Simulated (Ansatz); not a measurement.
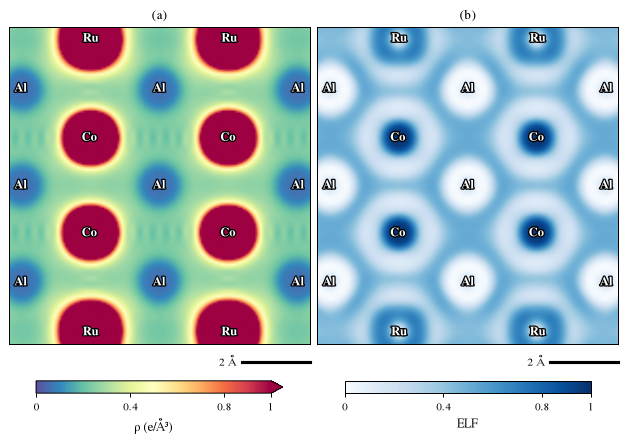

The picture shows: Al$_{6}$Co$_{5}$Ru. (a) valence charge density (pseudo); (b) electron localisation function on the (100) plane of the conventional cell.

Space group P4/mmm; a structure generated by program, which may or may not match a known phase; computed without spin polarisation.

Computed with DFT PBE, scalar-relativistic, plane waves, PAW (Ansatz).

In a PAW calculation such maps are meaningful between the atoms, not at the nuclei.

> Describe what can be read from this map.

Atoms in the plane: Al, Co and Ru.
Al–Co (2.48 Å): ρ is about 0.32 e/Å³ halfway; the ELF is about 0.40 at the midpoint.
Al–Ru (2.51 Å): the density is about 0.41 e/Å³ at the midpoint; the ELF is about 0.40 at the midpoint.
Co–Co (2.81 Å): ρ at the midpoint is about 0.27 e/Å³; the ELF is about 0.40 at the midpoint.
Al–Al (2.85 Å): ρ at the midpoint is about 0.25 e/Å³; the ELF reaches about 0.50 near the midpoint.
Between the atoms the lowest density in this plane is 0.2 e/Å³.
The features right at Co and Ru lie inside the PAW spheres, where the map follows smoothed inner orbitals and isn't to be read closely.
